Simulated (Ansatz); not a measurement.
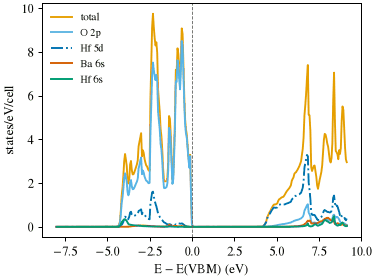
Fig. 1. Total and projected density of states of BaHfO3 (cubic perovskite, Pm-3m), r²SCAN (plane waves, PAW; program Ansatz)

Problem. Which orbitals carry the states next to the gap?

Solution. Top 1 eV of the valence band: O 2p 94 %. Bottom 1 eV of the conduction band: Hf 5d 85 %, outside the projected shells 9 %. Projections are on Löwdin-orthogonalised atomic valence shells; empty p or d shells of many metals are not among them.

Problem. Where is the tallest occupied peak in this window, and what makes it?

Solution. Near -2.3 eV, about 9.7 states/eV per cell; the largest projected share is O 2p.

The r²SCAN relaxation kept the symmetry of its start; phonons on a q-mesh show no instability. The run is not spin-polarised. Scalar-relativistic: spin–orbit coupling is off unless named, which matters more the heavier the elements.

Potentials: the later of the program's two PAW sets.
